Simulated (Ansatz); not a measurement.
**BaPbO3 (C2/m): the host for defect calculations**

Before any defect goes in: BaPbO3 (C2/m) at rest, and how it screens a charge.

Program: Ansatz 0.2.0. Level of theory: plane-wave PAW DFT, PBEsol; relaxation of the host's cell and atoms, in the first sound run; inputs show where later runs differ. Results are calculated unless marked as measured.

**1. The structure**

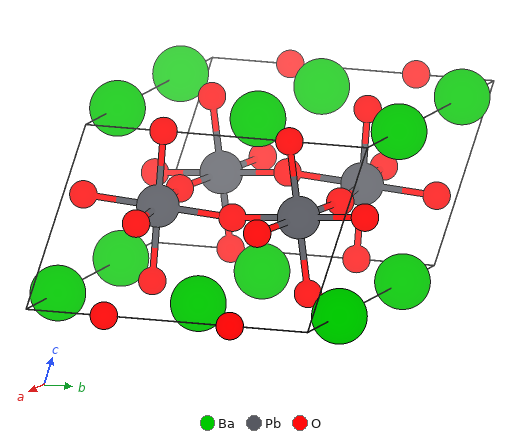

The cell as given, slightly off an axis (barium green, lead dark grey, oxygen red). This picture shows the conventional cell, with its axes. Some periodic images of atoms are drawn too.

**2. Host cell relaxation**

Cell and atoms are relaxed together, until forces and stress fall under their thresholds.

Input file cell/input.yaml:

```yaml
crystal:
  lattice:
    - [4.2655492, -4.2404, 0.0]
    - [4.2655492, 4.2404, 0.0]
    - [-4.2246024, 0.0, 4.277204]
  atoms:
    - { symbol: Ba, position: [0.7468, 0.7468, 0.9958] }
    - { symbol: Ba, position: [0.2532, 0.2532, 0.0042] }
    - { symbol: Pb, position: [0.0, 0.5, 0.5] }
    - { symbol: Pb, position: [0.5, 0.0, 0.5] }
    - { symbol: O, position: [0.7235, 0.2765, 0.0] }
    - { symbol: O, position: [0.2765, 0.7235, 0.0] }
    - { symbol: O, position: [0.8074, 0.8074, 0.5524] }
    - { symbol: O, position: [0.1926, 0.1926, 0.4476] }
    - { symbol: O, position: [0.285, 0.715, 0.5] }
    - { symbol: O, position: [0.715, 0.285, 0.5] }
basis:
  ecutwfc: 420
  xc_grid: 2
hamiltonian:
  xc: pbesol
kpoints:
  mp_grid: { grid: [6, 6, 7] }
scf:
  occupations: { method: fixed }
  max_iter: 100
relax:
  f_tol: 0.005
  max_steps: 60
  cell: {}
output:
  forces: true
  stress: true
checkpoint:
  write: "../cell.run"
  compress: false
  write_wavefunctions: false
  write_every: 100000
```

The run is started by

```console
> ansatz run input.yaml --threads 8 --pin off --max-ram 13189MiB --backend cpu --events-out ev --progress --plain --runs-dir out
```

Numbers of over 12 decimals in the logs are rounded to 6 here.

Output:

```text
[... repeated set-up lines and file paths are left out, and long positions are rounded to six places ...]
Engine: ansatz 0.2.0, aarch64-unknown-linux-gnu
Pseudopotentials: kind: paw
Pseudopotential: Ba, paw, valence charge 10, recommended cutoff 420 eV (normal), Ba.paw.azcp
Pseudopotential: Pb, paw, valence charge 14, recommended cutoff 420 eV (normal), Pb.paw.azcp
Pseudopotential: O, paw, valence charge 6, recommended cutoff 420 eV (normal), O.paw.azcp
Functional definition: PBEsol
  exchange = pbesol_x
  correlation = pbesol_c
Crystal: 10 atoms, lattice volume = 154.729 Å³
Basis set: ecut = 420 eV, 3015 PW (Γ), exchange–correlation on 90×90×90 points (8 copies of the dense FFT grid, shifted against one another)
Bands: 52, of which v1, the nominal top of the filled ones, is band 42 counted from 1 (41 counted from 0)
Symmetry: 4 space group operations
Space group: C2/m (ITA 12), of the structure as read, at distance tolerance 5.4e-5 Å
k-points: 76 of 252
Non-local potential: Ba, projectors of the file, l = 0: 3, l = 1: 2, l = 2: 2, l = 3: 2
Non-local potential: Pb, projectors of the file, l = 0: 2, l = 1: 2, l = 2: 2, l = 3: 2
Non-local potential: O, projectors of the file, l = 0: 2, l = 1: 2, l = 2: 1
PAW form: soft (Blöchl's): semilocal exchange-correlation on the pseudo side does not see the compensation charge
PAW frozen core: Ba, regenerated for the run's functional, and the local potential with it (the file was generated under x = pbe(κ = 0.804, μ = 0.219515), c = pbe(β = 0.066725))
PAW frozen core: Pb, regenerated for the run's functional, and the local potential with it (the file was generated under x = pbe(κ = 0.804, μ = 0.219515), c = pbe(β = 0.066725))
PAW frozen core: O, regenerated for the run's functional, and the local potential with it (the file was generated under x = pbe(κ = 0.804, μ = 0.219515), c = pbe(β = 0.066725))
PAW one-centre angular grid: Ba, 194 points (default); XC on 64 Gauss nodes
PAW one-centre angular grid: Pb, 590 points (default); XC on 64 Gauss nodes
PAW one-centre angular grid: O, 110 points (default); XC on 64 Gauss nodes
Initial density: superposition of atomic densities (neutral atoms: chi_scale 0, normalization atom), corrected by the library's trained network
Initial wavefunctions: pseudopotential atomic-orbital guess
Functional: x = pbesol(κ = 0.804, μ = 0.123457), c = pbesol(β = 0.046)
SCF iter   1: F=—  HF=-38602.602411 eV  |F-HF|=—  |Δ(HF+E_count)|=         —  Δρ=1.59e-2  dr2=3.35e-1  ethr=1.77e-3  ⟨swp⟩=5.4  Hψ=16702  notcnv=0  defer=582
preconditioner: auto → Resta (q_TF=auto, 2.464 Å⁻¹)  ε∞=4.0  [insulator: Δε(μ)=0.167 eV  Ē_g=15.678 eV  n_scr=50 (ndim 8)  ℏωp=27.4 eV  f_vac=0.000  ε∞_Penn≈4.0]
SCF iter   2: F=—  HF=-38602.517930 eV  |F-HF|=—  |Δ(HF+E_count)|=   8.45e-2  Δρ=3.93e-3  dr2=1.23e-2  ethr=3.99e-4  ⟨swp⟩=3.0  Hψ=6696  notcnv=0  defer=607
SCF iter   3: F=—  HF=-38602.515284 eV  |F-HF|=—  |Δ(HF+E_count)|=   2.65e-3  Δρ=1.28e-3  dr2=1.92e-3  ethr=1.47e-5  ⟨swp⟩=3.4  Hψ=7477  notcnv=0  defer=608
SCF iter   4: F=—  HF=-38602.515460 eV  |F-HF|=—  |Δ(HF+E_count)|=   1.76e-4  Δρ=9.62e-4  dr2=1.22e-3  ethr=2.29e-6  ⟨swp⟩=2.2  Hψ=6485  notcnv=0  defer=532
automatic band count: iteration 4 solves 51 bands in place of 52: the levels show a gap, and the empty bands left out lie too high to hold charge; the band table lists the bands solved (type scf.n_extra_bands for more)
SCF iter   5: F=—  HF=-38602.515300 eV  |F-HF|=—  |Δ(HF+E_count)|=   1.60e-4  Δρ=2.04e-4  dr2=4.59e-5  ethr=1.45e-6  ⟨swp⟩=2.1  Hψ=5154  notcnv=0  defer=517
SCF iter   6: F=—  HF=-38602.515449 eV  |F-HF|=—  |Δ(HF+E_count)|=   1.50e-4  Δρ=4.89e-5  dr2=3.42e-6  ethr=5.47e-8  ⟨swp⟩=3.1  Hψ=8217  notcnv=0  defer=507
SCF iter   7: F=—  HF=-38602.515450 eV  |F-HF|=—  |Δ(HF+E_count)|=   6.66e-7  Δρ=2.81e-5  dr2=1.23e-6  ethr=4.08e-9  ⟨swp⟩=2.2  Hψ=6551  notcnv=0  defer=506
SCF iter   8: F=—  HF=-38602.515450 eV  |F-HF|=—  |Δ(HF+E_count)|=   9.60e-8  Δρ=2.36e-5  dr2=8.25e-7  ethr=1.47e-9  ⟨swp⟩=2.5  Hψ=6743  notcnv=0  defer=504
SCF iter   9: F=-38602.515450 eV  HF=-38602.515450 eV  |F-HF|=4.37e-8  |Δ(HF+E_count)|=   1.13e-7  Δρ=6.28e-6  dr2=6.33e-8  ethr=1.19e-10  ⟨swp⟩=4.9  Hψ=17390  notcnv=0
SCF 1 converged in 9 iterations: F = -38602.515450 eV  dr2 = 6.33e-8
  greatest PAW one-centre occupation: 0.987 electrons in one spin orbital (limit 2), on the Pb atom at site 3 (counted from 0), in its partial waves of l = 2
relax step   1: F+E_penalty+E_count = -38602.51544982 eV  Δ(F+E_penalty+E_count) = +0.000e0 eV  max|allowed force component| = 1.854e-1 eV/Å  Δτ_max = 0.0000 Å  P = +1.498 GPa  Ω = 154.729 Å³  (9 SCF iters, dr2 threshold 1.00e-7 eV, accepted)
[... the SCF cycles and remarks between the steps are left out from here to the last step ...]
relax step   2: F+E_penalty+E_count = -38602.56086376 eV  Δ(F+E_penalty+E_count) = -4.541e-2 eV  max|allowed force component| = 1.108e-1 eV/Å  Δτ_max = 0.0573 Å  P = +0.061 GPa  Ω = 156.489 Å³  energy of the carried Pulay correction = -5.602e-3 eV  (8 SCF iters, dr2 threshold 1.00e-6 eV, accepted)
relax step   3: F+E_penalty+E_count = -38602.48942377 eV  Δ(F+E_penalty+E_count) = +7.144e-2 eV  max|allowed force component| = 4.769e-1 eV/Å  Δτ_max = 0.1544 Å  P = +0.429 GPa  Ω = 155.957 Å³  energy of the carried Pulay correction = -3.914e-3 eV  (9 SCF iters, dr2 threshold 7.67e-7 eV, rejected (line search))
relax step   4: F+E_penalty+E_count = -38602.57716896 eV  Δ(F+E_penalty+E_count) = -1.631e-2 eV  max|allowed force component| = 1.166e-2 eV/Å  Δτ_max = 0.0688 Å  P = +0.179 GPa  Ω = 156.341 Å³  energy of the carried Pulay correction = -5.133e-3 eV  (11 SCF iters, accepted)
relax step   5: F+E_penalty+E_count = -38602.57671514 eV  Δ(F+E_penalty+E_count) = +4.538e-4 eV  max|allowed force component| = 1.396e-3 eV/Å  Δτ_max = 0.0128 Å  P = -0.001 GPa  Ω = 156.565 Å³  energy of the carried Pulay correction = -5.843e-3 eV  (8 SCF iters, dr2 threshold 8.74e-8 eV, accepted)
relax step   6: F+E_penalty+E_count = -38602.58308110 eV  Δ(F+E_penalty+E_count) = -6.366e-3 eV  max|allowed force component| = 1.360e-3 eV/Å  Δτ_max = 0.0000 Å  P = +0.069 GPa  Ω = 156.565 Å³  stress off target by 9.01e-2 GPa  SCF on the basis re-selected at this cell (its energy is not comparable with the rows above)  (7 SCF iters)
relax step   7: F+E_penalty+E_count = -38602.58284557 eV  Δ(F+E_penalty+E_count) = +2.355e-4 eV  max|allowed force component| = 4.613e-4 eV/Å  Δτ_max = 0.0059 Å  P = +0.002 GPa  Ω = 156.653 Å³  energy of the carried Pulay correction = -2.779e-4 eV  (6 SCF iters, dr2 threshold 2.03e-8 eV, accepted)
iter 1 solved again at ethr=2.89e-7 eV; its pass at ethr=3.10e-3 eV (dr2=2.43e-4 eV) is discarded
SCF iter   1: F=—  HF=-38602.582969 eV  |F-HF|=—  |Δ(HF+E_count)|=         —  Δρ=2.08e-5  dr2=3.22e-8  ethr=2.89e-7  ⟨swp⟩=4.1  Hψ=26267  notcnv=0  defer=608
eigensolver tolerance schedule: the retry pair's looser diagonalisation over-reported the residual by 7550.71 of it (diagonalisation noise at 2.38 of the residual, at the tolerance the schedule requests for it); [...]
SCF iter   2: F=—  HF=-38602.583094 eV  |F-HF|=—  |Δ(HF+E_count)|=   1.26e-4  Δρ=1.07e-5  dr2=1.06e-8  ethr=3.83e-11  ⟨swp⟩=4.3  Hψ=11105  notcnv=0  defer=608
SCF iter   3: F=—  HF=-38602.583095 eV  |F-HF|=—  |Δ(HF+E_count)|=   7.61e-7  Δρ=3.06e-6  dr2=5.26e-9  ethr=1.26e-11  ⟨swp⟩=2.1  Hψ=6472  notcnv=0  defer=608
SCF iter   4: F=—  HF=-38602.583095 eV  |F-HF|=—  |Δ(HF+E_count)|=   4.04e-8  Δρ=5.64e-7  dr2=4.23e-10  ethr=6.26e-12  ⟨swp⟩=2.0  Hψ=4882  notcnv=0  defer=608
SCF iter   5: F=—  HF=-38602.583095 eV  |F-HF|=—  |Δ(HF+E_count)|=  2.91e-10  Δρ=4.84e-7  dr2=3.07e-10  ethr=1.00e-12  ⟨swp⟩=6.0  Hψ=16584  notcnv=0
SCF iter   6: F=-38602.583095 eV  HF=-38602.583095 eV  |F-HF|=2.47e-10  |Δ(HF+E_count)|=  1.46e-11  Δρ=2.33e-7  dr2=3.27e-11  ethr=1.00e-12  ⟨swp⟩=4.9  Hψ=16351  notcnv=0
SCF 8 converged in 6 iterations: F = -38602.583095 eV  dr2 = 3.27e-11
relax step   8: F+E_penalty+E_count = -38602.58309526 eV  Δ(F+E_penalty+E_count) = -2.497e-4 eV  max|allowed force component| = 4.630e-4 eV/Å  Δτ_max = 0.0000 Å  P = +0.004 GPa  Ω = 156.653 Å³  stress off target by 9.12e-3 GPa  SCF on the basis re-selected at this cell (its energy is not comparable with the rows above)  (6 SCF iters)
basis re-selected at this cell: Δ(F+E_penalty+E_count) = -2.497e-4 eV, ΔP = +0.001 GPa vs the last step (what re-selecting the basis moved, of the pressure what is left beyond the Pulay correction that the steps carried, after the strain that the cell walked [...]
SCF converged after 6 iterations
Free energy (F): -38602.583095 eV
Harris-Foulkes:  -38602.583095 eV  (|F-HF|=2.47e-10)
Internal energy: -38602.583095 eV  (E = F + TS)
E sigma→0 (E₀):  -38602.583095 eV
Fermi energy:    8.873517 eV
--- Per-component energies (eV) ---
  E_band       = -36.427583
  E_kinetic    = 1969.421121
  E_local      = -4579.167778  (includes V_loc(G=0)·N_el)
  E_nonlocal   = 1121.471842
  E_hartree    = 1769.164190
  E_xc         = -1204.052956
  E_vxc        = -1093.006480  (∫ρ·V_xc dr)
  E_paw        = -31728.115623  (= ΣΔE_a)
  E_vpaw       = -993.489017  (= ΣTr[D̂ρ^β])
  E_aug_tail   = 0.014335  (compensation charges beyond the density's cutoff)
  E_ewald      = -5951.957054
  E_core_change = 0.638827  (= ΣΔE_core)
  E_smearing   = -0.000000  (= −TS)
  E_closure    = -0.000000  (closes the sum)
  Σ components = -38602.583095   (vs F -38602.583095, Δ=0.00e0)
--- Forces (eV/Å), atoms counted from 1 ---
  atom   1  Ba     0.00010000     0.00000000    -0.00006045
  atom   2  Ba    -0.00010000     0.00000000     0.00006045
  atom   3  Pb     0.00000000    -0.00000000    -0.00000000
  atom   4  Pb     0.00000000     0.00000000    -0.00000000
  atom   5  O      0.00000000     0.00037462     0.00000000
  atom   6  O      0.00000000    -0.00037462     0.00000000
  atom   7  O     -0.00046300     0.00000000     0.00041881
  atom   8  O      0.00046300     0.00000000    -0.00041881
  atom   9  O      0.00000000     0.00028219     0.00000000
  atom  10  O      0.00000000    -0.00028219     0.00000000
  max |Σ_I F_I| component: 0.00e0 eV/Å
--- Stress (GPa, compression-positive) ---
        0.009107       0.000000       0.000279
        0.000000       0.002435       0.000000
        0.000279       0.000000      -0.000308
  P = ⅓ Tr σ = 0.0037 GPa (0.037 kbar)
--- Relaxed structure (6 steps of the walk, 5 accepted, 2 SCFs on fresh bases) ---
  F+E_penalty+E_count = -38602.58309526 eV   max|allowed force component| = 4.630e-4 eV/Å   (the final SCF, on the basis selected at the relaxed cell)
  cell:  # Å, volume = 156.6532 Å³
    - [4.288476, -4.256637, 0.011062]
    - [4.288476, 4.256637, 0.011062]
    - [-4.236217, 5.957730418411967e-19, 4.279887]
  atoms:
    - { symbol: Ba, position: [0.742965, 0.742965, 0.993112] }
    - { symbol: Ba, position: [0.257035, 0.257035, 0.006888] }
    - { symbol: Pb, position: [0.0, 0.500000, 0.5] }
    - { symbol: Pb, position: [0.5, 5.551115123125783e-17, 0.5] }
    - { symbol: O, position: [0.707643, 0.292357, 0.0] }
    - { symbol: O, position: [0.292357, 0.707643, 0.0] }
    - { symbol: O, position: [0.823975, 0.823975, 0.572975] }
    - { symbol: O, position: [0.176025, 0.176025, 0.427025] }
    - { symbol: O, position: [0.293102, 0.706898, 0.500000] }
    - { symbol: O, position: [0.706898, 0.293102, 0.500000] }
```

Elapsed: 39 s, on 8 threads of Arm Neoverse V2, shared host; peak memory 1 GiB.

The steps of the relaxation:

```tsv
step	energy less that of the first step (eV)	largest force component (eV/Å)	pressure (GPa)	volume (Å³)
1	0.0000	0.1854	1.50	154.73
2	-0.0454	0.1108	0.06	156.49
3	0.0260	0.4769	0.43	155.96
4	-0.0617	0.0117	0.18	156.34
5	-0.0613	0.0014	0.00	156.57
6	-0.0676	0.0014	0.07	156.57
7	-0.0674	0.0005	0.00	156.65
8*	-0.0676	0.0005	0.00	156.65
```

Relaxation steps marked * repeat the geometry before them on a plane-wave basis chosen anew for their cell, so energy and pressure can jump there. The log counts 2 steps on a newly chosen plane-wave basis, not all of them marked here; energy and pressure can jump at such steps. Relaxation step 3 was tried and not accepted.

Forces are held to the 4 operations that the run works with; a distortion that breaks them can't arise in this run.

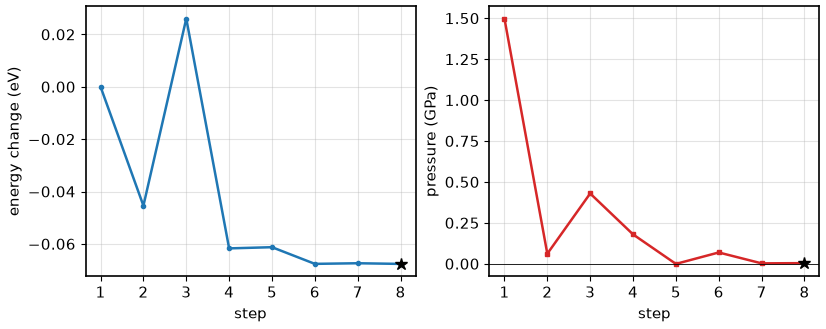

Energy and pressure along the relaxation. Stars mark steps on a basis chosen anew.

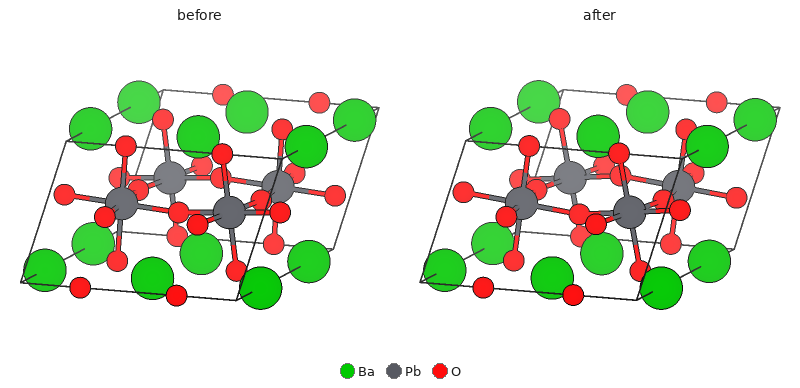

Before and after, at one scale.

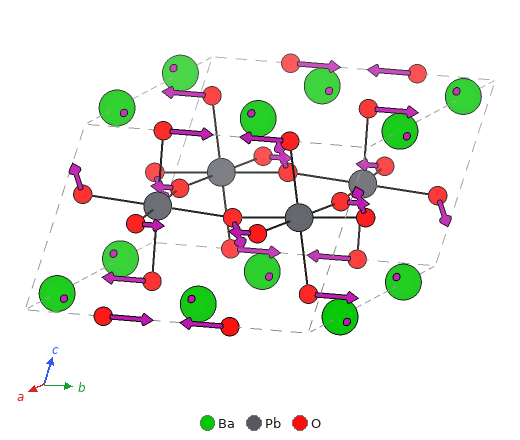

Displacements in the relaxation, exaggerated, measured against the changing cell; the longest in the cell stands for 0.13 Å. Some periodic images of atoms are drawn too.

```tsv
cell as run	before	after	change
a (Å)	6.015	6.042	+0.5 %
b (Å)	6.015	6.042	+0.5 %
c (Å)	6.012	6.022	+0.2 %
α (°)	119.89	119.87	-0.0 %
β (°)	119.89	119.87	-0.0 %
γ (°)	89.66	89.57	-0.1 %
volume (Å³/atom)	15.47	15.67	+1.2 %
```

The atoms that moved most (Å, as changes of fractional coordinates times the final cell):

```tsv
atom	dx	dy	dz	length
O6	0.000	-0.135	0.000	0.135
O5	0.000	0.135	0.000	0.135
O8	-0.055	0.000	-0.088	0.104
O7	0.055	0.000	0.088	0.104
O10	0.000	0.069	0.000	0.069
O9	0.000	-0.069	0.000	0.069
Ba1	-0.022	0.000	-0.012	0.024
Ba2	0.022	0.000	0.012	0.024
```

Numbers from this step:

| Quantity | Value |
| --- | --- |
| pressure | 0.003744 GPa |

The relaxation ends with a largest force component of 4.6e-4 eV/Å and a pressure of 0.00 GPa.

[end of part 1 of 4]

[Logs are printed without paths, hosts, clocks, repeated set-up lines and the standing remarks that a program may print on its own settings, such as how far it seeks lower states.]

[Hosts, paths, dates, database ids (printed as entryN), source tags and the programs' standing remarks are cut or masked in the printed files.]

[Runs of the host that timed out are not shown.]

[For some hosts the program warned that the k-mesh of the response run may be too coarse for force constants and the static dielectric constant; such warnings are not always shown.]

[The program warned that the k-mesh of a response run behind this text may be too coarse: force constants, and the static dielectric constant and all else formed from them, are not shown converged.]
